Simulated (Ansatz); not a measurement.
The parent structure is SrTiO₃ in the cubic perovskite structure (space group Pm-3m, No. 221; a = 3.891 Å). Axes: x, y, z lie along the cube axes.

Modification: uniaxial stress, 3 GPa tension along x, with the cell and atoms free to relax against it.

All numbers come from PBEsol (Ansatz, a program for electronic structure; PAW; 420 eV plane waves; no spin-orbit coupling), earlier PAW set.

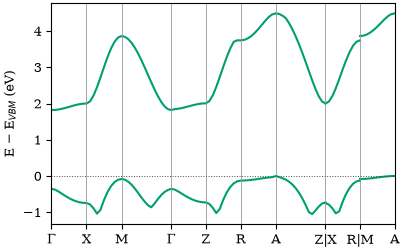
Highest valence and lowest conduction band along the path of the changed cell's own zone

**Question.** From the figure, how large is the changed gap, and is it direct?

**Answer.** About 1.8 eV, indirect, A → Γ.

Load acts through the strain it causes; cell and atoms are relaxed under it. Beyond what the load breaks, stability against distortions was not tested. All final runs are without spin polarisation. Many cubic perovskites are stable only at high temperature; tilts and polar distortions were not tested. Labels are those of the standard path for the cell's own space group.
